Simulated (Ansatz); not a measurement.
ClFS2W (SMILES [F][W](=[S])(=[S])[Cl])

```xyz
5

Cl   -1.2797   -1.0876   -1.4716
F    -0.5884   -0.2674    1.8300
S     1.9656   -0.7201   -0.1062
S    -0.0211    2.0338   -0.3743
W    -0.0263   -0.0323    0.0807
```

Geometry: PBE0-D4/def2-SVP; core potentials replace the inner electrons of W.

Computed with isolated molecule in a Gaussian basis; Kohn-Sham density functional theory, functional PBE0 in Ansatz 0.2.0.

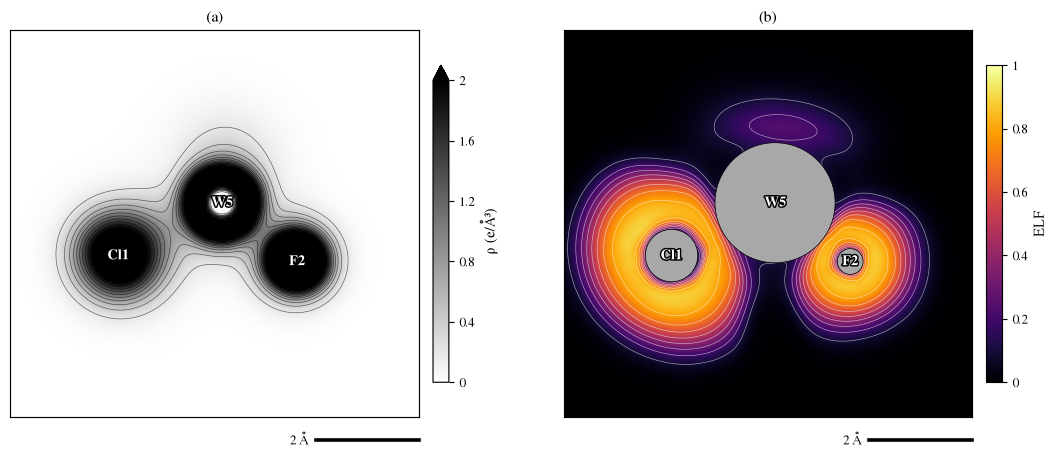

Figure 1. (a) electron density; (b) ELF on the plane of atoms Cl1, W5 and F2. Grey discs cover the atomic cores in the ELF map.

### Interpret the plot.

- The section cuts through Cl, F and W sites.
- W–F (1.85 Å): ρ at the midpoint is about 1.1 e/Å³; the ELF peaks at about 0.85 in the valence shell of F, 0.5 Å from its nucleus, and drops to about 0.20 between the two atoms.
- W–Cl (2.26 Å): ρ is about 0.78 e/Å³ halfway; the ELF peaks at about 0.80 in the valence shell of Cl, 0.8 Å from its nucleus, and is about 0.45 at the midpoint.

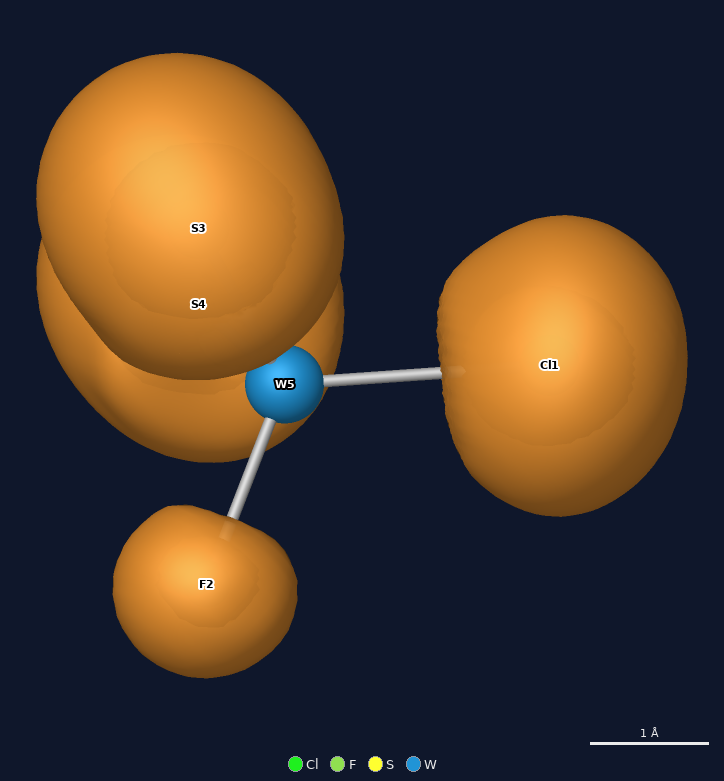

Figure 2. Isosurface of the electron localisation function at 0.75 (orange), seen from one side. Only the valence region is drawn (cores and ρ < 0.01 e/Å³ removed).

### Describe the localisation domains.

At this value the surface marks out two rings or bowls of non-bonding electrons around S, one region wrapped around Cl (its valence shell) and one region wrapped around F (its valence shell).


 W–S (2.12 Å): the ELF peaks at about 0.75 in the valence shell of S, 0.8 Å from its nucleus, and is about 0.50 at the midpoint.

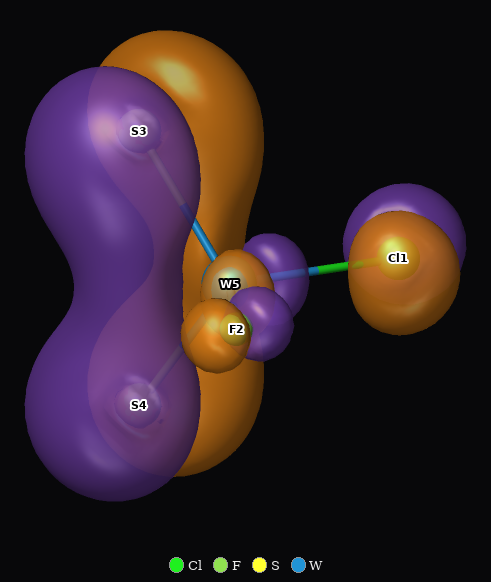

Figure 3. The HOMO−1 at ±0.1 Å⁻³ᐟ² (orange and purple are the two phases), seen at an oblique angle.

### Where does this orbital lie, and at what energy?

By Hirshfeld shares it lies mainly on S4 (about 35 %), S3 (about 35 %), W5 (about 20 %) and Cl1 (about 10 %); largely a combination of lone pairs on S4, S3 and Cl1. Its energy is −8.82 eV.
